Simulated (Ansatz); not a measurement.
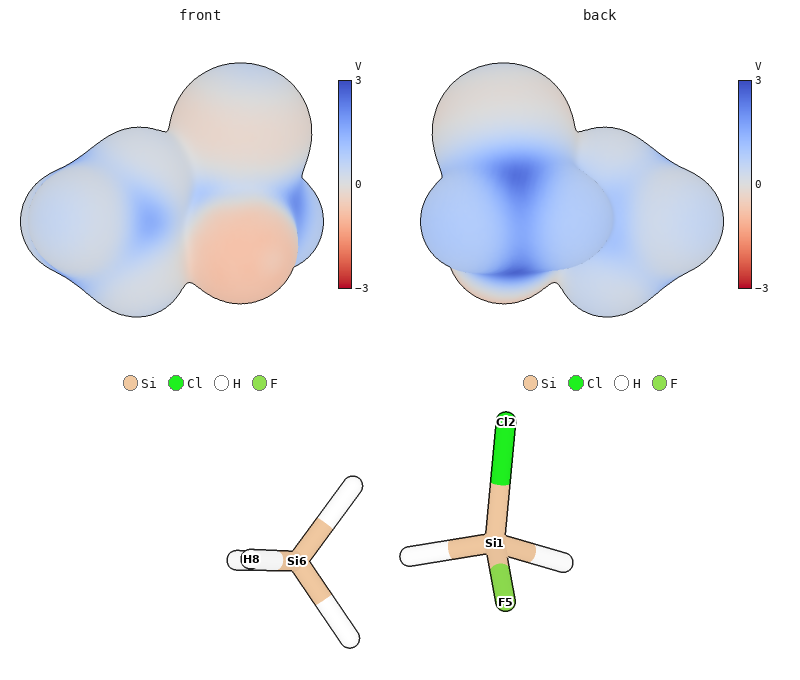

*ClFH$_{2}$Si···SiH$_{4}$. The molecular electrostatic potential painted on the density surface at 0.004 e/bohr³, seen from the front and from behind; red is negative and blue positive. The bare structure is drawn below in the same view.*

Method: Ansatz, RKS LDA/def2-SVP.

```yaml
atoms:
  - { symbol: Si, position_ang: [0.4574, -0.0662, -0.0296] }
  - { symbol: Cl, position_ang: [1.2032, 0.0700, 1.8693] }
  - { symbol: H, position_ang: [1.5947, 0.0002, -1.0017] }
  - { symbol: H, position_ang: [-0.5718, 1.0038, -0.2367] }
  - { symbol: F, position_ang: [-0.2635, -1.5014, -0.2021] }
  - { symbol: Si, position_ang: [-2.9728, 0.0743, 1.2490] }
  - { symbol: H, position_ang: [-2.7583, -0.7422, 0.0045] }
  - { symbol: H, position_ang: [-4.0624, -0.5414, 2.0851] }
  - { symbol: H, position_ang: [-3.3637, 1.4777, 0.8704] }
  - { symbol: H, position_ang: [-1.6904, 0.1192, 2.0429] }
```

Where is the surface potential most negative and most positive?

Answer. The most negative region (about −0.8 V) lies over F5, the most positive (about +2.4 V) over Si1. Cl2 shows a σ-hole: about +0.4 V at the tip opposite its bond, against about −0.1 V on its flanks.
